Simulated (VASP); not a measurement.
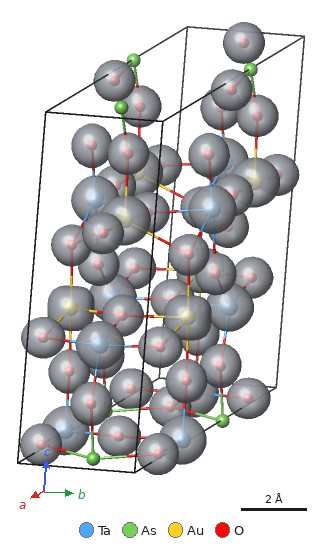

Figure. Ta3AsAu2O13. Isosurface of the valence charge density (pseudo) at 1.5 e/Å³ (grey), seen slightly off an axis. Sticks mark near contacts.

Space group Cm; a generated structure, not necessarily the stable one.

Theory: VASP 6.6.1, Kohn-Sham DFT of a periodic cell, PBE, VASP PAW PBE potentials, recommended.

Question: What does this surface tell about the bonding?

Answer: At this value the density breaks into separate islands; it holds about 55 % of the electrons treated as valence. It bridges none of the near contacts. It is pinched off along the sampled As–O (1.73 Å), Ta–O (1.83 Å), Au–O (1.97 Å) and As–O (1.80 Å) contacts. On the grid the lowest density along these lines, outside the cores, is 0.94 e/Å³ (As–O, 1.73 Å), 1.2 e/Å³ (Ta–O, 1.83 Å), 0.84 e/Å³ (Au–O, 1.97 Å) and 0.79 e/Å³ (As–O, 1.80 Å).
